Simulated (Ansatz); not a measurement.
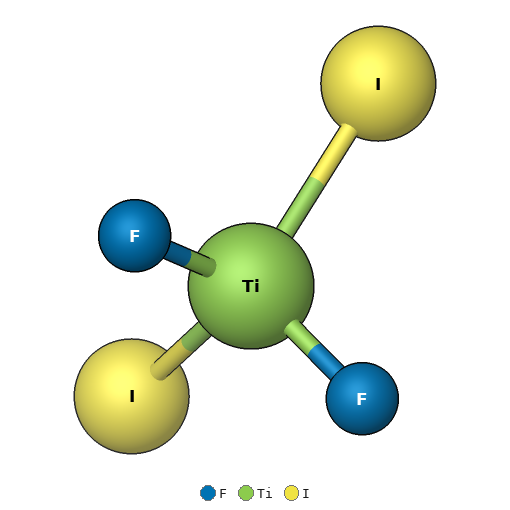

A molecule with one transition-metal atom. Charge 0, singlet. The computed structure is the end point of a PBE0-D4/def2-TZVP optimisation.

Question: Describe the coordination sphere.

Answer: Ti binds 4 atoms: 2 F at 1.73 Å, 2 I at 2.54 Å. The arrangement is tetrahedral.

Question: Give the formal oxidation state and the d-electron count.

Answer: Ti(IV), d⁰, counting the ligands as closed-shell ions or neutral donors.
